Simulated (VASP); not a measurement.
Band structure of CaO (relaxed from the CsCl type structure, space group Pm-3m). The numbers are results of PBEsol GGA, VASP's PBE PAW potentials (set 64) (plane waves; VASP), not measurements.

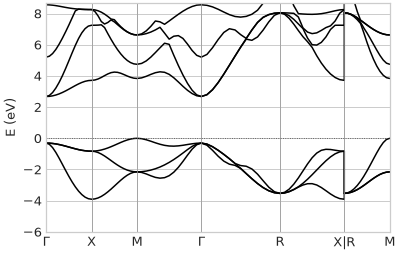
Figure: Bands along high-symmetry lines, zero at the valence-band maximum or, without a gap, the Fermi level

Problem. Read the plot: is there a gap, and where are the band edges?

Solution. The gap is indirect, 2.68 eV, from the valence maximum at M to the conduction minimum at Γ. (Edges off the drawn lines would not show.)

The structure was generated: CaO was put into the CsCl type type (Pm-3m), which need not be its known phase. It was relaxed first, which changed the volume by -22 %.
